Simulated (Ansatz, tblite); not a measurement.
**The cluster CuNi₂+: rung by rung**

How do method and basis change the picture of the cluster CuNi₂+ (singlet)?

Computed with Ansatz 0.2.0, Gaussian basis. Level: as each input shows.

Levels to be run: GFN1-xTB, GFN2-xTB, PBE-D4/def2-TZVP, r2SCAN-D4/def2-TZVP, HF/def2-TZVP, CAM-B3LYP-D4/def2-TZVP, B2PLYP/def2-TZVP, ωB97X-V/def2-TZVP, r2SCANh-D4/def2-TZVP, PBE-D4/def2-SVP, PBE0-D4/def2-SVP.

5 further runs of the same task are left out: 1 for a known fault of the program, 3 that didn't finish, 1 set aside as unsound or not needed. Runs told in other sessions of the task aren't counted.

## Step 1: The geometry

The geometry is that of the singlet, from an earlier relaxation (PBE0-D4/def2-TZVP). At that level it is the lowest of the isomers that a small search found.

3 atoms, charge 1, spin multiplicity 1.

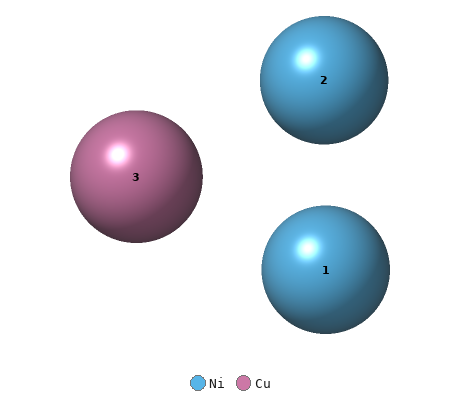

The geometry (nickel blue, copper pink); atoms are numbered from 1 in the order of the file.

No spin-orbit coupling is included. The ion is computed in the gas phase, without counter-ions or solvent.

PBE0-D4/def2-TZVP was run before; its log isn't repeated, and its numbers join the tables.

## Step 2: GFN1-xTB

Tight binding, by tblite at 300 K electronic temperature and without a spin-polarisation term:

```python
tblite.interface.Calculator('GFN1-xTB', numbers, positions, charge=1, uhf=0).singlepoint()
```

Energy -333.3976 eV, HOMO -16.69 eV, LUMO -16.59 eV; 0.003 s.

## Step 3: GFN2-xTB

Tight binding, by tblite at 300 K electronic temperature and without a spin-polarisation term:

```python
tblite.interface.Calculator('GFN2-xTB', numbers, positions, charge=1, uhf=0).singlepoint()
```

Energy -355.0019 eV, HOMO -14.85 eV, LUMO -14.63 eV; 0.003 s.

## Step 4: PBE-D4/def2-TZVP

start.molden holds the orbitals of an earlier run on this state, given as this run's starting guess.

Input file in.yaml:

```yaml
crystal:
  periodic: [false, false, false]
  atoms:
    - {symbol: Ni, position_ang: [-0.886573, 0.918575, -0.082417]}
    - {symbol: Ni, position_ang: [0.021021, -0.570643, 1.143676]}
    - {symbol: Cu, position_ang: [0.865551, -0.347931, -1.061259]}
basis:
  gaussian: {orbitals: def2-TZVP, initial_orbitals: start.molden}
total_charge: 1
hamiltonian: {xc: pbe, dispersion: d4}
scf: {omitted_lower_state_checks: [starts]}
output: {orbitals: {seedname: orbitals}}
```

Command:

```sh
$ ansatz run in.yaml --threads 4 --pin off --events-out ev --progress --plain --max-ram 3916MiB
```

What it wrote:

```text
Functional definition: PBE
  name "PBE"
  cite "Perdew, Burke & Ernzerhof, Phys. Rev. Lett. 77, 3865 (1996) doi:10.1103/PhysRevLett.77.3865"
  parent pbe
  parameter kappa = 0.804
  parameter beta = 0.06672455060314922
  exchange = pbe_x(kappa = kappa, mu = beta*pi^2/3)
  correlation = pbe_c(beta = beta)
these checks for a lower state are left out or cut short: starts
1347 factors; their error is unknown
mean field evaluation 1: about -126701.7555 eV, gradient 1.3e1 eV
mean field evaluation 2: about -126702.1513 eV, gradient 1.7e0 eV
mean field evaluation 4: about -126702.1696 eV, gradient 1.9e-2 eV
mean field evaluation 8: about -126702.1095 eV, gradient 1.4e-5 eV
mean field evaluation 16: about -126702.1095 eV, gradient 8.4e-6 eV
mean field -126702.10953083 eV, -4656.2166434834 hartree, gradient 8.0e-6 eV, S^2 0.000000; 0 other end points of the search recorded, 0 dependent functions left out
reference -126702.10957287 eV, -4656.2166450286 hartree; 42, 42 occupied and 93, 93 virtual orbitals, 1347 factors
Total energy: -126702.19439909 eV, -4656.2197623347 hartree
Checks for a lower state left out: starts
```

Wall time 2 s (4 threads of Arm Neoverse V1, shared host).

HOMO -9.99 eV, LUMO -10.63 eV. Doubts: an empty level lies below a filled one.

## Step 5: r2SCAN-D4/def2-TZVP

Changes to in.yaml since step 4:

```diff
@@ -9,4 +9,4 @@
 total_charge: 1
-hamiltonian: {xc: pbe, dispersion: d4}
+hamiltonian: {xc: r2scan, dispersion: d4}
 scf: {omitted_lower_state_checks: [starts]}
-output: {orbitals: {seedname: orbitals}}
+output: {forces: true, orbitals: {seedname: orbitals}}
```

Launched as before.

What it wrote, cut to the lines that bear on the results:

```text
Functional definition: r2SCAN
  name "r2SCAN"
  cite "Furness, Kaplan, Ning, Perdew & Sun, J. Phys. Chem. Lett. 11, 8208 (2020) doi:10.1021/acs.jpclett.0c02405"
  cite "Furness, Kaplan, Ning, Perdew & Sun, J. Phys. Chem. Lett. 11, 9248 (2020) doi:10.1021/acs.jpclett.0c03077"
  parent r2scan
[...]
1347 factors; their error is unknown
[...]
mean field -126719.45992594 eV, -4656.8542587434 hartree, gradient 2.9e-6 eV, S^2 0.000000; 0 other end points of the search recorded, 0 dependent functions left out
[...]
reference -126719.45993972 eV, -4656.8542592497 hartree; 42, 42 occupied and 93, 93 virtual orbitals, 1347 factors
Total energy: -126719.47452734 eV, -4656.8547953349 hartree
Atom 0 at    -0.886573     0.918575    -0.082417 Å, force     0.217767    -0.126042    -0.186909 eV/Å
Atom 1 at     0.021021    -0.570643     1.143676 Å, force     0.153258    -0.024663    -0.264757 eV/Å
Atom 2 at     0.865551    -0.347931    -1.061259 Å, force    -0.371025     0.150706     0.451666 eV/Å
Dipole moment:     0.008988    -0.003444    -0.011371 e Å
Checks for a lower state left out: starts
```

Run time: 6 s. Hardware: 4 threads of Arm Neoverse V1, shared host.

HOMO -9.94 eV, LUMO -10.25 eV. Doubts: an empty level lies below a filled one.

## Step 6: HF/def2-TZVP

Changes to in.yaml since step 5:

```diff
@@ -9,4 +9,4 @@
 total_charge: 1
-hamiltonian: {xc: r2scan, dispersion: d4}
+hamiltonian: {xc: hf}
 scf: {omitted_lower_state_checks: [starts]}
-output: {forces: true, orbitals: {seedname: orbitals}}
+output: {orbitals: {seedname: orbitals}}
```

The command is unchanged.

What it wrote:

```text
Functional definition: HF
  name "HF"
  cite "Fock, Z. Phys. 61, 126 (1930) doi:10.1007/BF01340294"
  parent pbe
  exchange = exact_x
  correlation = 0
these checks for a lower state are left out or cut short: starts
1353 factors; integrals over basis functions are off by at most 5.3e-4 eV
mean field evaluation 1: about -126588.0021 eV, gradient 3.8e1 eV
mean field evaluation 2: about -126590.5011 eV, gradient 4.0e0 eV
mean field evaluation 4: about -126590.7951 eV, gradient 2.0e-1 eV
mean field evaluation 8: about -126591.2677 eV, gradient 1.2e-2 eV
mean field -126591.26767749 eV, -4652.1432805046 hartree, gradient 2.0e-5 eV, S^2 0.000000; 0 other end points of the search recorded, 0 dependent functions left out
reference -126591.26767749 eV, -4652.1432805046 hartree; 42, 42 occupied and 93, 93 virtual orbitals, 1353 factors
Total energy: -126591.26767749 eV, -4652.1432805046 hartree
Checks for a lower state left out: starts
```

Run time: 2.7 s. Hardware: 4 threads of Arm Neoverse V1, shared host.

From the report: HOMO -12.27 eV, LUMO -4.41 eV.

## Step 7: CAM-B3LYP-D4/def2-TZVP

Changes to in.yaml since step 6:

```diff
@@ -9,3 +9,3 @@
 total_charge: 1
-hamiltonian: {xc: hf}
+hamiltonian: {xc: {name: CAM-B3LYP}, dispersion: d4}
 scf: {omitted_lower_state_checks: [starts]}
```

Same command.

What it wrote, cut to the lines that bear on the results:

```text
Functional definition: CAM-B3LYP
  name "CAM-B3LYP"
  cite "Yanai, Tew & Handy, Chem. Phys. Lett. 393, 51 (2004) doi:10.1016/j.cplett.2004.06.011"
  cite "Iikura, Tsuneda, Yanai & Hirao, J. Chem. Phys. 115, 3540 (2001) doi:10.1063/1.1383587"
  cite "Becke, Phys. Rev. A 38, 3098 (1988) doi:10.1103/PhysRevA.38.3098"
  cite "Lee, Yang & Parr, Phys. Rev. B 37, 785 (1988) doi:10.1103/PhysRevB.37.785"
  cite "Vosko, Wilk & Nusair, Can. J. Phys. 58, 1200 (1980) doi:10.1139/p80-159"
[...]
  # Exact exchange under (alpha + beta erf(omega r))/r, Becke's under what is left of 1/r.
[...]
1353 factors; integrals over basis functions are off by at most 5.3e-4 eV
236 factors; integrals over basis functions are off by at most 2.9e-5 eV
[...]
mean field -126727.43590408 eV, -4657.1473705335 hartree, gradient 9.9e-6 eV, S^2 0.000000; 0 other end points of the search recorded, 0 dependent functions left out
reference -126727.43601268 eV, -4657.1473745245 hartree; 42, 42 occupied and 93, 93 virtual orbitals, 1353 factors
Total energy: -126727.51208849 eV, -4657.1501702590 hartree
Checks for a lower state left out: starts
```

Run time: 5.5 s. Hardware: 4 threads of Arm Neoverse V1, shared host.

From the report: HOMO -13.11 eV, LUMO -7.86 eV.

## Step 8: B2PLYP/def2-TZVP

Changes to in.yaml since step 7:

```diff
@@ -9,4 +9,4 @@
 total_charge: 1
-hamiltonian: {xc: {name: CAM-B3LYP}, dispersion: d4}
+hamiltonian: {xc: {name: B2PLYP}}
+correlation: {frozen_orbitals: {Cu: 9, Ni: 5}}
 scf: {omitted_lower_state_checks: [starts]}
-output: {orbitals: {seedname: orbitals}}
```

Same command.

What it wrote, cut to the lines that bear on the results:

```text
Functional definition: B2PLYP
  name "B2PLYP"
  cite "Grimme, J. Chem. Phys. 124, 034108 (2006) doi:10.1063/1.2148954"
  cite "Becke, Phys. Rev. A 38, 3098 (1988) doi:10.1103/PhysRevA.38.3098"
  cite "Lee, Yang & Parr, Phys. Rev. B 37, 785 (1988) doi:10.1103/PhysRevB.37.785"
[...]
1353 factors; integrals over basis functions are off by at most 5.3e-4 eV
[...]
mean field -126683.26661001 eV, -4655.5241789156 hartree, gradient 2.6e-6 eV, S^2 0.000000; 0 other end points of the search recorded, 0 dependent functions left out; unrestricted orbitals would lower it
19 core orbitals not correlated, not the lowest: weight in the atoms' cores, before any rotation towards them, 1.000 or more for the frozen orbitals, at most 0.000 for the correlated occupied ones
reference -126683.26674968 eV, -4655.5241840486 hartree; 23, 23 occupied and 93, 93 virtual orbitals, 1353 factors
second order -67.93992508 eV of doubles, -0.00000000 eV of singles
Total energy: -126701.61052946 eV, -4656.1983055213 hartree
Checks for a lower state left out: starts
```

It took 6.5 s on 4 threads of Arm Neoverse V1, shared host.

 Doubts: restricted state is unstable towards broken spin symmetry.

## Step 9: ωB97X-V/def2-TZVP

Changes to in.yaml since step 8:

```diff
@@ -9,4 +9,4 @@
 total_charge: 1
-hamiltonian: {xc: {name: B2PLYP}}
-correlation: {frozen_orbitals: {Cu: 9, Ni: 5}}
+hamiltonian: {xc: {name: wB97X-V}}
 scf: {omitted_lower_state_checks: [starts]}
+output: {orbitals: {seedname: orbitals}}
```

The command is unchanged.

What it wrote, cut to the lines that bear on the results:

```text
Functional definition: wB97X-V
  name "wB97X-V"
  cite "Mardirossian & Head-Gordon, Phys. Chem. Chem. Phys. 16, 9904 (2014) doi:10.1039/C3CP54374A"
  cite "Becke, J. Chem. Phys. 107, 8554 (1997) doi:10.1063/1.475007"
  cite "Vydrov & Van Voorhis, J. Chem. Phys. 133, 244103 (2010) doi:10.1063/1.3521275"
[...]
      + integral(e_c_pw_opposite_spin*poly(b97_u_opposite, cos0, cos1)) + vv10(b, c)
[...]
1353 factors; integrals over basis functions are off by at most 5.3e-4 eV
225 factors; integrals over basis functions are off by at most 1.9e-5 eV
[...]
mean field -126706.46693999 eV, -4656.3767753168 hartree, gradient 6.6e-6 eV, S^2 0.000000; 0 other end points of the search recorded, 0 dependent functions left out
reference -126706.46693789 eV, -4656.3767752396 hartree; 42, 42 occupied and 93, 93 virtual orbitals, 1353 factors
Total energy: -126706.46693789 eV, -4656.3767752396 hartree
Checks for a lower state left out: starts
```

Run time: 12 s. Hardware: 4 threads of Arm Neoverse V1, shared host.

Report: HOMO -13.84 eV, LUMO -6.60 eV.

## Step 10: r2SCANh-D4/def2-TZVP

Changes to in.yaml since step 9:

```diff
@@ -9,3 +9,3 @@
 total_charge: 1
-hamiltonian: {xc: {name: wB97X-V}}
+hamiltonian: {xc: {name: r2SCANh}, dispersion: d4}
 scf: {omitted_lower_state_checks: [starts]}
```

Same command.

What it wrote, cut to the lines that bear on the results:

```text
Functional definition: r2SCANh
  name "r2SCANh"
  cite "Bursch, Neugebauer, Ehlert & Grimme, J. Chem. Phys. 156, 134105 (2022) doi:10.1063/5.0086040"
  cite "Furness, Kaplan, Ning, Perdew & Sun, J. Phys. Chem. Lett. 11, 8208 (2020) doi:10.1021/acs.jpclett.0c02405"
  cite "Furness, Kaplan, Ning, Perdew & Sun, J. Phys. Chem. Lett. 11, 9248 (2020) doi:10.1021/acs.jpclett.0c03077"
  parent r2scan
[...]
1353 factors; integrals over basis functions are off by at most 5.3e-4 eV
[...]
mean field -126717.10792420 eV, -4656.7678242735 hartree, gradient 7.2e-6 eV, S^2 0.000000; 0 other end points of the search recorded, 0 dependent functions left out
reference -126717.10793701 eV, -4656.7678247445 hartree; 42, 42 occupied and 93, 93 virtual orbitals, 1353 factors
Total energy: -126717.12497966 eV, -4656.7684510503 hartree
Checks for a lower state left out: starts
```

Wall time 7 s (4 threads of Arm Neoverse V1, shared host).

Report: HOMO -10.69 eV, LUMO -9.64 eV.

## Step 11: PBE-D4/def2-SVP

Changes to in.yaml since step 10:

```diff
@@ -7,5 +7,5 @@
 basis:
-  gaussian: {orbitals: def2-TZVP, initial_orbitals: start.molden}
+  gaussian: {orbitals: def2-SVP, initial_orbitals: start.molden}
 total_charge: 1
-hamiltonian: {xc: {name: r2SCANh}, dispersion: d4}
+hamiltonian: {xc: pbe, dispersion: d4}
 scf: {omitted_lower_state_checks: [starts]}
```

Same command.

What it wrote:

```text
Functional definition: PBE
  name "PBE"
  cite "Perdew, Burke & Ernzerhof, Phys. Rev. Lett. 77, 3865 (1996) doi:10.1103/PhysRevLett.77.3865"
  parent pbe
  parameter kappa = 0.804
  parameter beta = 0.06672455060314922
  exchange = pbe_x(kappa = kappa, mu = beta*pi^2/3)
  correlation = pbe_c(beta = beta)
these checks for a lower state are left out or cut short: starts
1168 factors; their error is unknown
mean field evaluation 1: about -126681.8036 eV, gradient 1.3e1 eV
mean field evaluation 2: about -126682.4145 eV, gradient 1.5e0 eV
mean field evaluation 4: about -126682.4584 eV, gradient 1.7e-2 eV
mean field evaluation 8: about -126682.4067 eV, gradient 1.6e-5 eV
mean field evaluation 16: about -126682.4067 eV, gradient 8.1e-3 eV
mean field -126682.40673677 eV, -4655.4925791569 hartree, gradient 2.1e-6 eV, S^2 0.000000; 0 other end points of the search recorded, 0 dependent functions left out
reference -126682.40679105 eV, -4655.4925811515 hartree; 42, 42 occupied and 51, 51 virtual orbitals, 1168 factors
Total energy: -126682.49161727 eV, -4655.4956984576 hartree
Checks for a lower state left out: starts
```

Run time: 2.9 s. Hardware: 4 threads of Arm Neoverse V1, shared host.

Report: HOMO -8.86 eV, LUMO -9.60 eV. Doubts: an empty level lies below a filled one.

## Step 12: PBE0-D4/def2-SVP

Changes to in.yaml since step 11:

```diff
@@ -9,3 +9,3 @@
 total_charge: 1
-hamiltonian: {xc: pbe, dispersion: d4}
+hamiltonian: {xc: pbe0, dispersion: d4}
 scf: {omitted_lower_state_checks: [starts]}
```

Same command.

What it wrote, cut to the lines that bear on the results:

```text
Functional definition: PBE0
  name "PBE0"
  cite "Adamo & Barone, J. Chem. Phys. 110, 6158 (1999) doi:10.1063/1.478522"
  cite "Perdew, Burke & Ernzerhof, Phys. Rev. Lett. 77, 3865 (1996) doi:10.1103/PhysRevLett.77.3865"
  parent pbe
[...]
1016 factors; integrals over basis functions are off by at most 1.0e-3 eV
[...]
mean field -126681.10849259 eV, -4655.4448695632 hartree, gradient 9.6e-6 eV, S^2 0.000000; 0 other end points of the search recorded, 0 dependent functions left out
reference -126681.10853546 eV, -4655.4448711388 hartree; 42, 42 occupied and 51, 51 virtual orbitals, 1016 factors
Total energy: -126681.17983902 eV, -4655.4474914963 hartree
Checks for a lower state left out: starts
```

Wall time 3 s (4 threads of Arm Neoverse V1, shared host).

HOMO -10.70 eV, LUMO -7.83 eV.

## Step 13: Comparison

| level | functions | HOMO (eV) | LUMO (eV) | gap (eV) | time |
| --- | --- | --- | --- | --- | --- |
| HF/def2-TZVP | 135 | -12.27 | -4.41 | 7.85 | 2.7 s |
| PBE-D4/def2-SVP | 93 | -8.86 | -9.60 | -0.73 | 2.9 s |
| PBE-D4/def2-TZVP | 135 | -9.99 | -10.63 | -0.65 | 2 s |
| r2SCAN-D4/def2-TZVP | 135 | -9.94 | -10.25 | -0.31 | 6 s |
| r2SCANh-D4/def2-TZVP | 135 | -10.69 | -9.64 | 1.05 | 7 s |
| PBE0-D4/def2-SVP | 93 | -10.70 | -7.83 | 2.88 | 3 s |
| PBE0-D4/def2-TZVP | 135 | -11.83 | -8.96 | 2.87 | 3.9 s |
| CAM-B3LYP-D4/def2-TZVP | 135 | -13.11 | -7.86 | 5.25 | 5.5 s |
| ωB97X-V/def2-TZVP | 135 | -13.84 | -6.60 | 7.25 | 12 s |

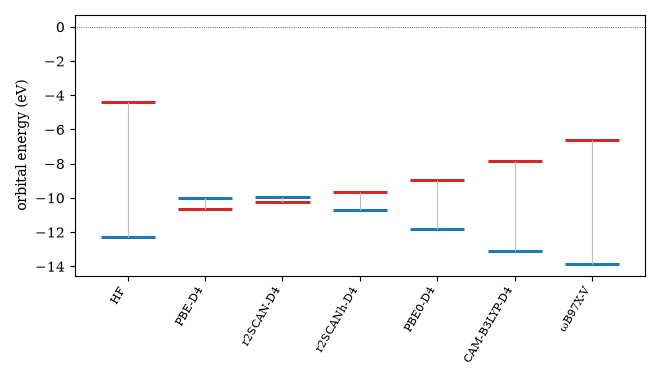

Highest filled (blue) and lowest empty (red) level in def2-TZVP.

## Step 14: Results

| quantity | value |
| --- | --- |
| gap in def2-TZVP, named functionals and Hartree-Fock, smallest and largest | 1.05 eV (r2SCANh-D4), 7.85 eV (HF) |
| PBE0 total energy, smallest basis above largest | 19.00 eV (def2-SVP, def2-TZVP) |

Over the named functionals and Hartree-Fock in def2-TZVP the gap runs from 1.05 eV (r2SCANh-D4) to 7.85 eV (HF). PBE-D4, r2SCAN-D4 leave an empty level below a filled one, so this occupation isn't an aufbau state there; left out of the range.

The slowest run with a step of its own, ωB97X-V/def2-TZVP, took 12 s; the quickest functional in def2-TZVP took 2 s (shared host).
